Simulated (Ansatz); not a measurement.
# BH2Br (SMILES BBr): levels of theory compared

Aim: a comparison of 6 runs (UHF/STO-3G, BLYP/STO-3G, CAM-B3LYP/STO-3G, HSE06/STO-3G, BCCD(T)/STO-3G, UCCSD(T)/STO-3G) of BH2Br. 

The results are computed with Ansatz 0.2.0.

61 further runs of the same task are left out: 2 that didn't finish, 59 set aside as unsound or not needed.

### 1 The structure to begin with

BH2Br has 4 atoms, charge 0, and is taken as a singlet. SMILES: `BBr`. The H3–B1 distance was set to 1.783 Å, away from the relaxed value. At this shape a bond of the SMILES string is far longer than usual.

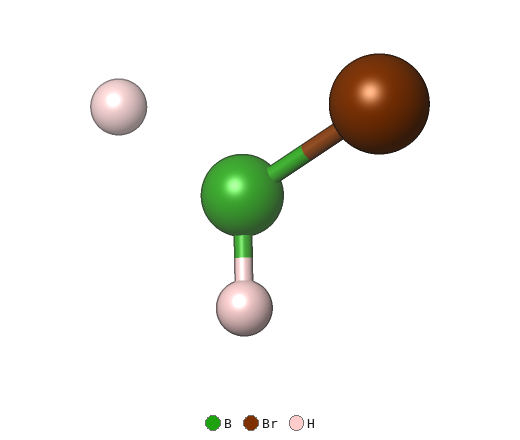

Viewed from a chosen angle; boron green, bromine brown, hydrogen pink.

### 2 The energy at UHF/STO-3G (run 1)

Contents of run.yaml:

```yaml
crystal:
  periodic: [false, false, false]
  atoms:
    - {symbol: B, position_ang: [0.324766, 0.346161, -0.241205]}
    - {symbol: Br, position_ang: [1.948766, -0.042239, 0.646495]}
    - {symbol: H, position_ang: [-1.111200, -0.617300, 0.191700]}
    - {symbol: H, position_ang: [0.329166, 1.216561, -1.050205]}
basis:
  gaussian: {orbitals: STO-3G}
accuracy: high
hamiltonian: {xc: hf}
magnetization: {spin_polarized: true, initial_magnetization: 0}
```

Launch:

```sh
$ ansatz run run.yaml --threads 1 --pin off --max-ram 2610MiB --events-out events.jsonl --progress --plain --runs-dir runs
```

What it wrote:

```text
Warning: RAYON_NUM_THREADS=1 ignored (pool sized by the plan → 1); use --threads N
Functional definition: HF
  name "HF"
  exchange = exact_x
  correlation = 0
340 factors; integrals over basis functions are off by at most 1.2e-7 eV
mean field evaluation 1: about -69933.7664 eV, gradient 1.4e1 eV
mean field evaluation 2: about -69933.7824 eV, gradient 1.4e1 eV
mean field evaluation 4: about -69935.7658 eV, gradient 9.8e-1 eV
mean field evaluation 8: about -69935.7763 eV, gradient 5.9e-6 eV
mean field evaluation 16: about -69935.8171 eV, gradient 5.4e-4 eV
mean field -69935.81243035 eV, -2570.0937026191 hartree, gradient 3.1e-8 eV, S^2 0.161851; 1 other end points of the search recorded, 0 dependent functions left out
reference -69935.81243035 eV, -2570.0937026191 hartree; 21, 21 occupied and 4, 4 virtual orbitals, 340 factors
Total energy: -69935.81243035 eV, -2570.0937026191 hartree
```

Wall time 0.28 s (1 thread of Arm Neoverse V2, shared host).

### 3 A single-point energy at BLYP/STO-3G (run 2)

Contents of molecule.yaml:

```yaml
crystal:
  periodic: [false, false, false]
  atoms:
    - {symbol: B, position_ang: [0.324766, 0.346161, -0.241205]}
    - {symbol: Br, position_ang: [1.948766, -0.042239, 0.646495]}
    - {symbol: H, position_ang: [-1.111200, -0.617300, 0.191700]}
    - {symbol: H, position_ang: [0.329166, 1.216561, -1.050205]}
basis:
  gaussian: {orbitals: STO-3G}
hamiltonian: {xc: {name: BLYP}}
accuracy: high
```

Launch:

```sh
$ ansatz run molecule.yaml --threads 1 --pin off --max-ram 2610MiB --events-out events.jsonl --progress --plain --runs-dir runs
```

What it wrote:

```text
Warning: RAYON_NUM_THREADS=1 ignored (pool sized by the plan → 1); use --threads N
Functional definition: BLYP
  name "BLYP"
  parameter beta = 0.0042
  parameter a = 0.04918
  parameter b = 0.132
  parameter c = 0.2533
  parameter d = 0.349
  exchange = b88_x(beta = beta)
  correlation = lyp_c(a = a, b = b, c = c, d = d)
340 factors; integrals over basis functions are off by at most 1.2e-7 eV
mean field evaluation 1: about -69973.8157 eV, gradient 1.5e1 eV
mean field evaluation 2: about -69969.9657 eV, gradient 3.5e1 eV
mean field evaluation 4: about -69974.7253 eV, gradient 8.8e-1 eV
mean field evaluation 8: about -69974.6547 eV, gradient 1.1e-3 eV
mean field -69974.65467533 eV, -2571.5211287939 hartree, gradient 2.5e-8 eV, S^2 0.000000; 0 other end points of the search recorded, 0 dependent functions left out
reference -69974.65470909 eV, -2571.5211300344 hartree; 21, 21 occupied and 4, 4 virtual orbitals, 340 factors
Total energy: -69974.65470909 eV, -2571.5211300344 hartree
```

Run time: 0.93 s. Hardware: 1 thread of Arm Neoverse V2, shared host; peak memory 0.089 GiB.

Run 3 isn't shown in full; the table further down has it.

### 4 The energy at HSE06/STO-3G (run 4)

Contents of job.yaml:

```yaml
basis:
  gaussian:
    orbitals: STO-3G
crystal:
  periodic: [false, false, false]
  atoms:
    - {symbol: B, position_ang: [0.324766, 0.346161, -0.241205]}
    - {symbol: Br, position_ang: [1.948766, -0.042239, 0.646495]}
    - {symbol: H, position_ang: [-1.111200, -0.617300, 0.191700]}
    - {symbol: H, position_ang: [0.329166, 1.216561, -1.050205]}
accuracy: high
hamiltonian:
  xc: {name: HSE06}
```

Launch:

```sh
$ ansatz run job.yaml --threads 1 --pin off --max-ram 2610MiB --events-out events.jsonl --progress --plain --runs-dir runs
```

What it wrote:

```text
Warning: RAYON_NUM_THREADS=1 ignored (pool sized by the plan → 1); use --threads N
Functional definition: HSE06
  name "HSE06"
  parameter a = 0.25
  parameter omega = 0.11/bohr
  exchange = pbe_x - a*pbe_x_sr(omega) + a*exact_x_sr(omega)
  correlation = pbe_c
340 factors; integrals over basis functions are off by at most 1.2e-7 eV
53 factors; integrals over basis functions are off by at most 8.5e-10 eV
mean field evaluation 1: about -69970.3539 eV, gradient 1.5e1 eV
mean field evaluation 2: about -69968.6817 eV, gradient 2.6e1 eV
mean field evaluation 4: about -69971.2963 eV, gradient 3.9e-1 eV
mean field evaluation 8: about -69971.2446 eV, gradient 2.4e-3 eV
mean field -69971.24462446 eV, -2571.3958117359 hartree, gradient 4.6e-8 eV, S^2 0.000000; 0 other end points of the search recorded, 0 dependent functions left out
reference -69971.24462605 eV, -2571.3958117942 hartree; 21, 21 occupied and 4, 4 virtual orbitals, 340 factors
Total energy: -69971.24462605 eV, -2571.3958117942 hartree
```

It took 1.1 s on 1 thread of Arm Neoverse V2, shared host; peak memory 0.09 GiB.

Run 5 isn't shown in full; the table further down has it.

### 5 A single-point energy at UCCSD(T)/STO-3G (run 6)

run.yaml, as its differences from that of step 2:

```diff
@@ -9,4 +9,5 @@
   gaussian: {orbitals: STO-3G}
+magnetization: {spin_polarized: true, initial_magnetization: 0}
+correlation: {method: ccsd_t, frozen_orbitals: {B: 1, Br: 9, H: 0}}
 accuracy: high
-hamiltonian: {xc: hf}
-magnetization: {spin_polarized: true, initial_magnetization: 0}
+scf: {omitted_lower_state_checks: [cluster_reference, increment]}
```

Launch:

```sh
$ ansatz run run.yaml --threads 1 --pin off --max-ram 2610MiB --events-out events.jsonl --progress --plain --runs-dir runs
```

What it wrote (excerpt; [...] marks lines left out):

```text
Warning: RAYON_NUM_THREADS=1 ignored (pool sized by the plan → 1); use --threads N
[... 2 set-up lines as earlier in the session ...]
[...]
340 factors; integrals over basis functions are off by at most 1.2e-7 eV
[...]
mean field -69935.81243035 eV, -2570.0937026191 hartree, gradient 3.1e-8 eV, S^2 0.161851; 1 other end points of the search recorded, 0 dependent functions left out
10 core orbitals not correlated: weight in the atoms' cores, before any rotation towards them, 1.000 or more for the frozen orbitals, at most 0.000 for the correlated occupied ones
reference -69935.81243035 eV, -2570.0937026191 hartree; 11, 11 occupied and 4, 4 virtual orbitals, 340 factors
second order -1.50567064 eV of doubles, -0.00000000 eV of singles
cycle   1  -1.88670333 eV  change   -3.8e-1 eV  update   8.7e-2
[...]
cycle  23  -2.50013141 eV  change    1.6e-9 eV  update  7.1e-10
perturbative correction -0.06091728 eV, -0.0022386687 hartree
Total energy: -69938.37347903 eV, -2570.1878194223 hartree
Checks for a lower state left out: cluster_reference, increment
```

Run time: 0.46 s. Hardware: 1 thread of Arm Neoverse V2, shared host.

### 6 All runs side by side

| run | level | frozen core orbitals | energy (Eh) | wall time |
| --- | --- | --- | --- | --- |
| 1 | UHF/STO-3G | – | -2570.093703 | 0.28 s |
| 2 | BLYP/STO-3G | – | -2571.521130 | 0.93 s |
| 3 | CAM-B3LYP/STO-3G | – | -2571.699861 | 1 s |
| 4 | HSE06/STO-3G | – | -2571.395812 | 1.1 s |
| 5 | BCCD(T)/STO-3G | 10 | -2570.187874 | 0.24 s |
| 6 | UCCSD(T)/STO-3G | 10 | -2570.187819 | 0.46 s |

### 7 Outcome

| quantity | value |
| --- | --- |
| run 6: total energy | -2570.18782 Eh |
| run 6: correlation energy (10 core orbitals frozen) | -94.1 mEh |
| run 6: (T) correction | -2.24 mEh |
| run 6: ⟨S²⟩ of the reference determinant | 0.162 |
| run 6: T1 diagnostic | 0.036 |

Below the UHF energy at the same shape and in the same basis (STO-3G): BCCD(T) -94.2 mEh; UCCSD(T) -94.1 mEh. Some of these start from another determinant than that one, so these aren't their correlation energies. Totals of different functionals can't be ranked against each other. In run 5 the log says that unrestricted orbitals would lower the reference, so the values rest on an unstable closed-shell determinant (other closed-shell runs at this shape may share the fault). In runs 1, 2, 3, 4, 5, 6 the basis is minimal, so the values are rough. Spin contamination of the reference: run 1 ⟨S²⟩ = 0.16, run 6 ⟨S²⟩ = 0.16. All runs together took 4 s, the longest 1.1 s.
